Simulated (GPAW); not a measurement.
# Convergence study of shifted k-point meshes for Nb (Im-3m, 1 atom in the cell)

```xyz
1
Lattice="-1.6583 1.6583 1.6583 1.6583 -1.6583 1.6583 1.6583 1.6583 -1.6583" Properties=species:S:1:pos:R:3 pbc="T T T"
Nb     0.0000     0.0000     0.0000
```

Level of theory: PBE, GPAW PAW datasets PBE (gpaw-data 1.0.1) (plane waves; GPAW 25.7.0).

Base settings: mode = pw; ecut = 600 eV; xc = PBE; kpts = 10 10 10; mesh shift (steps) = 0 0 0; occupations.name = fermi-dirac; occupations.width = 0.1 eV; nbands = -7; convergence.density = 1e-05 e/electron; convergence.energy = 1e-05 eV/electron.

In this ladder: kpts_shift = 0.5 0.5 0.5.

Only quantities that move along the ladder and can be compared are tabulated.

The count of work is k-points × plane waves × bands × iterations; it is no time. Core times come from one kind of shared machine, to one figure; runs under 30 s give none.

The starting cell has typed, rounded lattice constants, without a prior relaxation at this level. Its lattice was rescaled by up to half a per cent. Spin polarisation is off.

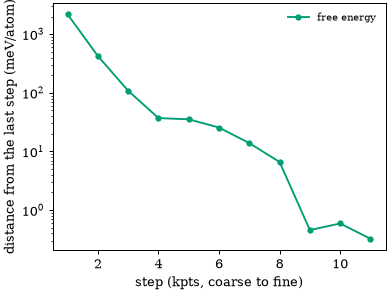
Figure. Distance from the last step along the ladder; very small values are drawn at a floor.

```tsv
kpts	free energy less the last step's (meV/atom)	pressure (GPa)	count of work / last	core time / last (rough)
2 2 2	2174.39	29.98	0.0026	–
3 3 3	422.75	12.18	0.0053	–
4 4 4	-108.31	-4.26	0.0079	–
5 5 5	-37.14	-3.62	0.013	–
6 6 6	-35.31	-0.81	0.017	–
8 8 8	25.61	-1.51	0.032	–
10 10 10	-13.87	-1.84	0.086	–
12 12 12	6.62	-1.18	0.10	0.1
15 15 15	-0.46	-1.64	0.16	–
18 18 18	0.59	-1.60	0.25	0.4
22 22 22	0.32	-1.53	0.43	0.5
30 30 30	0.00	-1.52	1.0	1
```

Coarsest kpts that holds the pressure within 0.1 GPa of the last step, with all finer ones: 18 18 18, at 0.25 of the last step's count of work and about 0.4 of the last step's time; the step before is off by 0.12 GPa.

Coarsest kpts that holds the free energy within 5 meV/atom of the last step, with all finer ones: 15 15 15, at 0.16 of the last step's count of work; the step before is off by 6.6 meV/atom.
